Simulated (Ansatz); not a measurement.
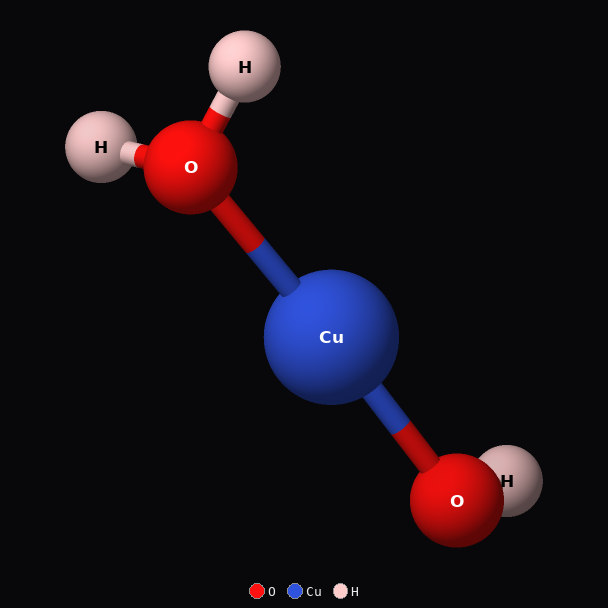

The species is neutral and a spin singlet. Computed geometry: PBE0-D4/def2-TZVP optimisation. Program: Ansatz 0.2.0.

Tabulate dipole (D) at these levels: B3LYP-D4/def2-TZVPP; PBE-D4/def2-TZVPP; PBE0-D4/def2-TZVP; r2SCAN-D4/def2-TZVPP; ωB97M-V/def2-TZVPP.

| level | dipole (D) |
| --- | --- |
| B3LYP-D4/def2-TZVPP | 7.06 |
| PBE-D4/def2-TZVPP | 6.62 |
| PBE0-D4/def2-TZVP | 7.37 |
| r2SCAN-D4/def2-TZVPP | 6.86 |
| ωB97M-V/def2-TZVPP | 7.31 |
